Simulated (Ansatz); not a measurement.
A series of calculations on Si₂H₆O₂

## 1. Relaxation

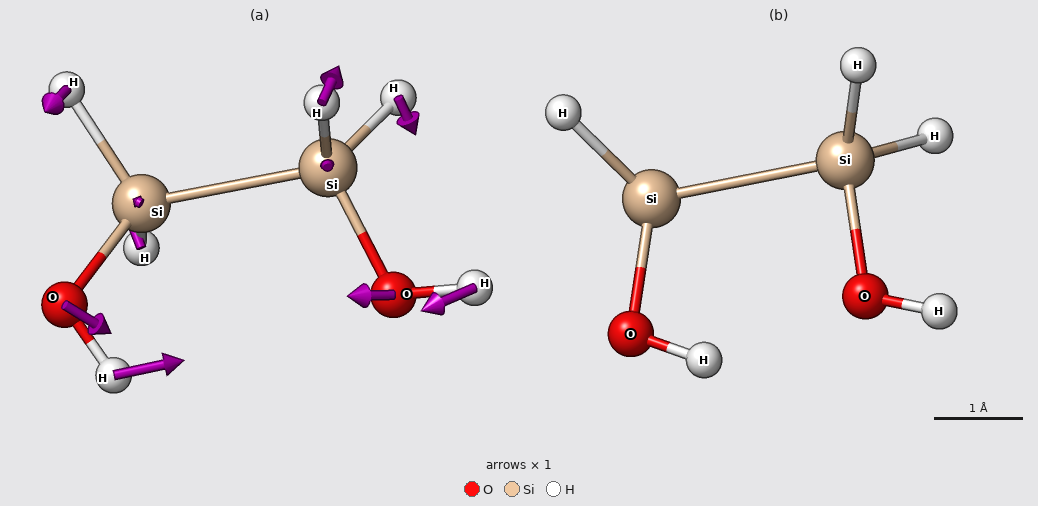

The structure of Si$_{2}$H$_{6}$O$_{2}$ (coarse preliminary run) before (left) and after (right) a relaxation, at one scale. The purple arrows give the displacements, at their true length.

A ball-and-stick model, seen from a free direction.

These are results of RKS PBE-D4/def2-SVP in Ansatz 0.2.0, not measurements. (force threshold 0.03 eV/Å; at most 250 steps)

What changed between the two?

Answer. The optimiser took 19 steps. An H atom moves most after the best rigid fit: 0.83 Å. By element the largest moves are H 0.83 Å, O 0.71 Å, Si 0.13 Å. Near-neighbour distances that change, for instance: O–Si 1.648 → 1.709 Å, H–O 1.033 → 0.973 Å, Si–Si 2.307 → 2.365 Å, H–Si 1.552 → 1.506 Å. Bond angles that change, for instance: O–Si–Si 108.2° → 94.8°, Si–Si–O 113.7° → 100.4°, O–Si–H 105.9° → 112.1°. Groups turn about O–Si by about 45°, Si–Si by about 45°. The run took about 70 core-seconds on a shared host.

## 2. Relaxation

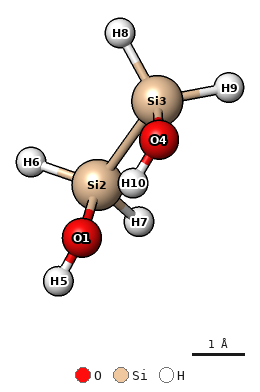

This is the input geometry for a relaxation of Si₂H₆O₂. The picture is a ball-and-stick view, seen from a free direction.

Theory: Ansatz, RKS PBE0-D4/def2-TZVP.

The input:
```yaml
crystal:
  periodic: [false, false, false]
  atoms:
    - {symbol: O, position_ang: [-1.050249, 0.203860, -1.279166]}
    - {symbol: Si, position_ang: [-0.964977, 0.419879, 0.413948]}
    - {symbol: Si, position_ang: [1.237712, -0.419417, 0.609958]}
    - {symbol: O, position_ang: [1.614013, -0.669921, -1.013428]}
    - {symbol: H, position_ang: [-1.858339, 0.499534, -1.733824]}
    - {symbol: H, position_ang: [-2.048680, -0.359528, 1.120750]}
    - {symbol: H, position_ang: [-1.154234, 1.872289, 0.784840]}
    - {symbol: H, position_ang: [1.299688, -1.695362, 1.409649]}
    - {symbol: H, position_ang: [2.185313, 0.560204, 1.250175]}
    - {symbol: H, position_ang: [0.822854, -0.462739, -1.560000]}
basis:
  gaussian: {orbitals: def2-TZVP}
hamiltonian: {xc: pbe0, dispersion: d4}
relax: {f_tol: 0.005, max_steps: 200}
```

Question: Predict the outcome.

Answer: Over 7 geometry steps the energy falls by 0.085 eV. The largest force component goes from 0.75 to 0.0023 eV/Å. H10 moves most after the best rigid fit: 0.22 Å. Largest moves by element: H 0.22 Å, O 0.12 Å, Si 0.03 Å. Near-neighbour distances that change, for instance: O1–Si2 1.709 → 1.666 Å, Si3–O4 1.685 → 1.652 Å, O4–H10 0.984 → 0.962 Å, Si2–H6 1.510 → 1.492 Å. Bond angles that change, for instance: Si3–O4–H10 108.9° → 113.9°, O1–Si2–Si3 94.8° → 99.0°, Si2–Si3–O4 100.4° → 104.4°.

Final geometry:

```xyz
10

O    -1.1584    0.2536   -1.2660
Si   -0.9721    0.4231    0.3813
Si    1.2192   -0.4127    0.5932
O     1.7054   -0.6930   -0.9605
H    -1.9816    0.5346   -1.6678
H    -2.0118   -0.3533    1.1169
H    -1.1354    1.8493    0.7869
H     1.2611   -1.6690    1.3909
H     2.1380    0.5590    1.2449
H     1.0186   -0.5428   -1.6170
```

The end point in the same view:

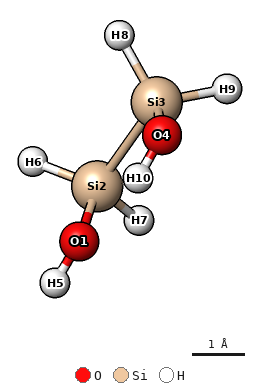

## 3. Scan

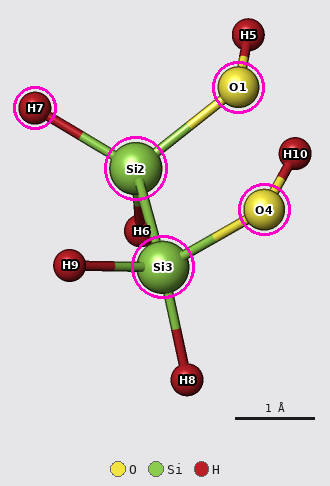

Si$_{2}$H$_{6}$O$_{2}$: the Si3–O4 distance and the O1–Si2–H7 angle are varied on a grid, with the rest of the molecule carried along rigidly. The picture shows the minimum geometry. The ringed atoms are those of the scanned coordinate. A ball-and-stick model, seen onto the plane of the angle, with a slight tilt.

Single-point energies from Ansatz with CCSD(T) in the def2-TZVPP basis, on geometries moved rigidly from the minimum at PBE0-D4/def2-TZVP. Coupled cluster with a frozen core. Energies are counted from the PBE0-D4/def2-TZVP minimum geometry at the same level.

Input
```yaml
crystal:
  periodic: [false, false, false]
  atoms:
    - {symbol: O, position_ang: [-1.158235, 0.253629, -1.266064]}
    - {symbol: Si, position_ang: [-0.972097, 0.423334, 0.381164]}
    - {symbol: Si, position_ang: [1.219060, -0.412782, 0.593377]}
    - {symbol: O, position_ang: [1.705388, -0.693399, -0.960328]}
    - {symbol: H, position_ang: [-1.981394, 0.534719, -1.667966]}
    - {symbol: H, position_ang: [-2.011898, -0.352912, 1.116769]}
    - {symbol: H, position_ang: [-1.135196, 1.849593, 0.786647]}
    - {symbol: H, position_ang: [1.260760, -1.669075, 1.391153]}
    - {symbol: H, position_ang: [2.138043, 0.558808, 1.245019]}
    - {symbol: H, position_ang: [1.018671, -0.543116, -1.616867]}
basis:
  gaussian: {orbitals: def2-TZVPP}
correlation: {method: ccsd_t}
```

**Predict the energy profile on a grid with rows 1.421, 1.541, 1.716, 1.921, 2.148 and columns 80.7, 95.7, 110.7, 125.7, 140.7 (Si3–O4 distance (Å); O1–Si2–H7 angle (°)).**

Rows: Si3–O4 distance (Å); columns: O1–Si2–H7 angle (°); values in kJ/mol.

```tsv
	80.7	95.7	110.7	125.7	140.7
1.421	229.5	157.0	132.6	149.8	207.9
1.541	119.4	48.1	25.4	44.3	103.2
1.716	94.8	25.3	4.7	25.3	84.5
1.921	154.7	87.0	68.1	89.9	148.6
2.148	252.7	186.5	168.9	191.3	249.1
```

In pairs of (Si3–O4 distance (Å); O1–Si2–H7 angle (°)): the lowest computed point lies at (1.716, 110.7) (4.7 kJ/mol), the highest at (2.148, 80.7) (252.7 kJ/mol).  Over the ranges scanned the energy rises more along the first axis, the Si3–O4 distance.

As a map, interpolated between the computed points (dots):

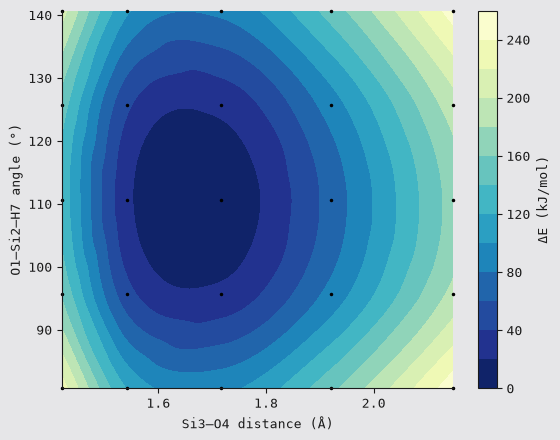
